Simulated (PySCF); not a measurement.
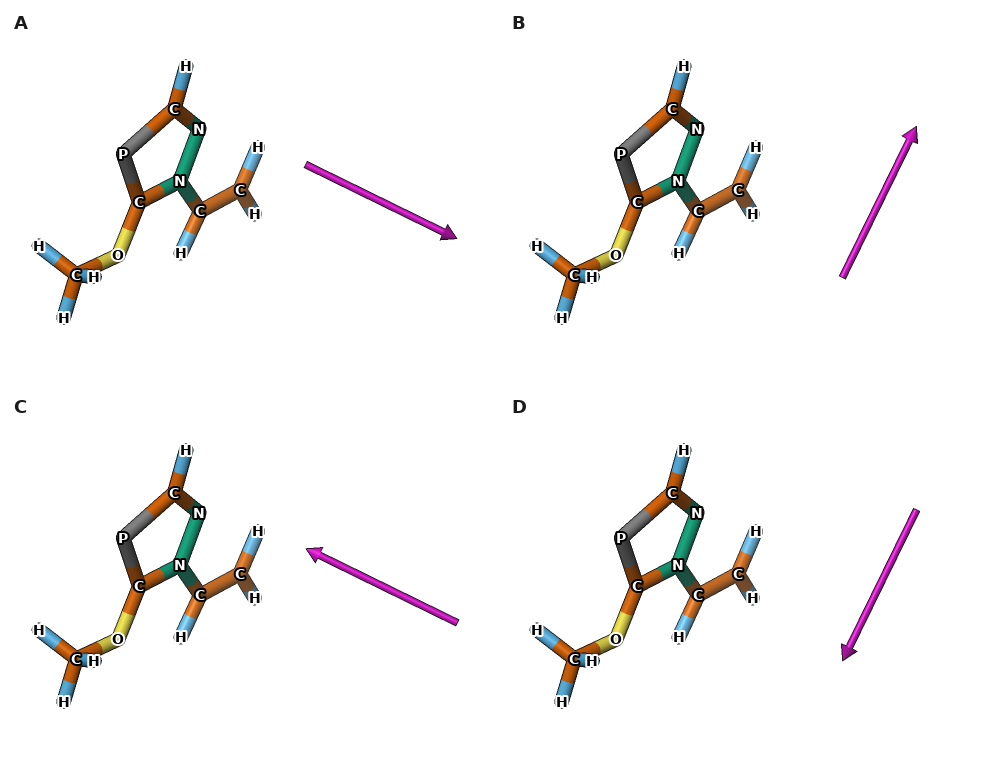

The same molecule four times, each with an arrow. The geometry was computed by an optimisation with GFN2-xTB. No frequency run is at hand to confirm it as a minimum. Properties computed with ωB97X-D/def2-SVPD, gas phase (PySCF 2.14.0).

Question: Which arrow points along the dipole moment, from the negative to the positive end?

Answer: D. The dipole moment is 2.35 D.

The geometry is semi-empirical. Around P such bond lengths and angles can be off by a tenth of an ångström or more and by several degrees, and values that hang on the shape move with them.
